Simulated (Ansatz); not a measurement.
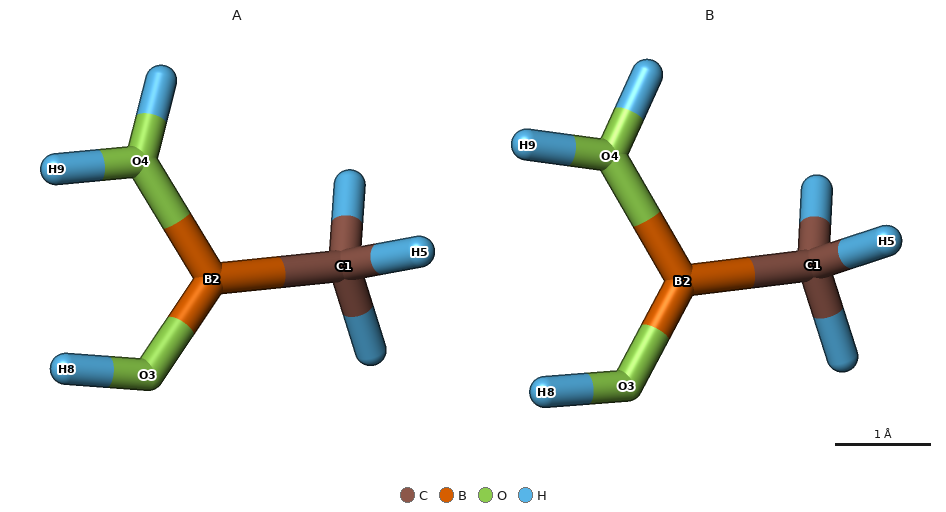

Two geometries of CH6BO2 (charge +1), drawn at one scale. One is the start of a relaxation, the other its converged end. A stick model, seen at a tilt.

The calculation used RKS PBE-D4/def2-SVP (Ansatz). Settings: no spin polarisation; force threshold 0.015 eV/Å; at most 40 steps.

> Which of the two is the end point?

Structure B is the relaxed one. The run prepares an end point of a later path (torsion) calculation, from a guessed geometry. The largest move after the best rigid fit is that of an H atom, 0.26 Å. By element the largest moves are H 0.26 Å, O 0.15 Å, C 0.04 Å, B 0.04 Å. Near-neighbour distances that change, for instance: B–O 1.471 → 1.537 Å, C–H 1.087 → 1.108 Å, B–C 1.563 → 1.543 Å, H–O 0.957 → 0.974 Å. Bond angles that change, for instance: B–O–H 117.4° → 127.4°, O–B–O 109.1° → 116.7°, C–B–O 134.1° → 129.0°. Over 11 accepted moves (13 points after the start) the energy falls by 0.249 eV. Largest force component: 1.4 eV/Å at the start, 0.0085 eV/Å at the end. The line search rejected the trial steps at points 3, 5 of the run. The forces were under the threshold at step 8, but the run went on from there. The run took 34 s on 1 thread of Arm Neoverse V1, with other jobs on the host, peak memory 0.12 GiB.
